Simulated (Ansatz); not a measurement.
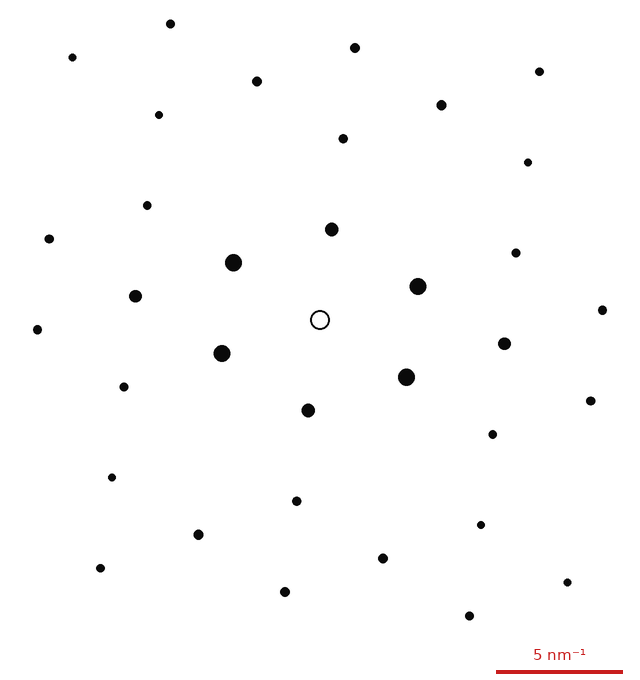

Kinematic zone-axis pattern, calculated for 120 keV electrons with B = 0.3 Å².

It belongs to Mg, space group P6_3/mmc (No. 194), a = 3.17 Å, c = 5.15 Å (hexagonal axes). Structure: the input geometry of an electronic-structure calculation (not necessarily at equilibrium).

**Determine the zone axis from the geometry of the pattern.**

The spots form a centred rectangular net whose two shortest vectors correspond to d = 2.75 Å and 2.43 Å, 63.8° apart. They index as 0 1 0 and 1 0 -1, so the zone axis is ±[101] (or an equivalent direction of <101>).
